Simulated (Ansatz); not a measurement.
System: BF3.

```xyz
4

B     0.0000    0.0000    0.0000
F     0.0000    0.0000    1.3175
F     1.1410    0.0000   -0.6588
F    -1.1410    0.0000   -0.6588
```

Level of theory: Ansatz 0.2.0, RKS B3LYP-D4/def2-SVPD.

Q: What will maps of the electron density and electron localisation function show?

A: B–F (1.32 Å): ρ at the midpoint is about 2.2 e/Å³; the ELF peaks at about 0.85 between the atoms, as expected for a shared but strongly polarised pair.

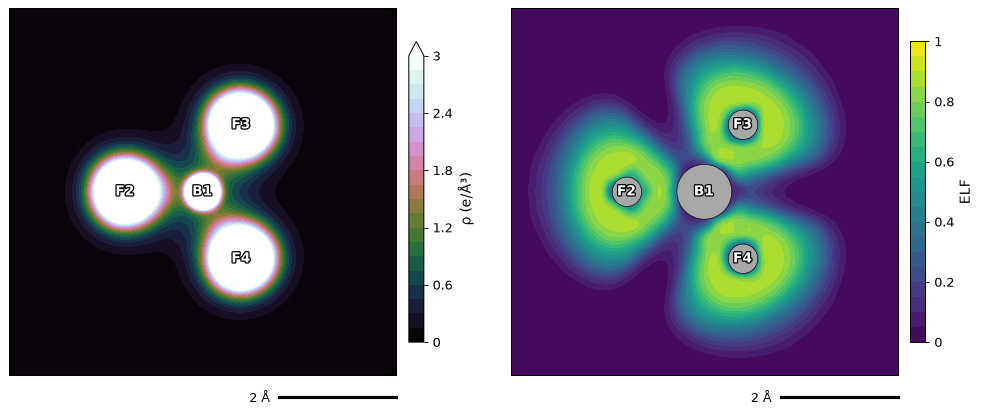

Computed electron density and electron localisation function on the molecular plane, in this order. Grey discs cover the atomic cores in the ELF map. 
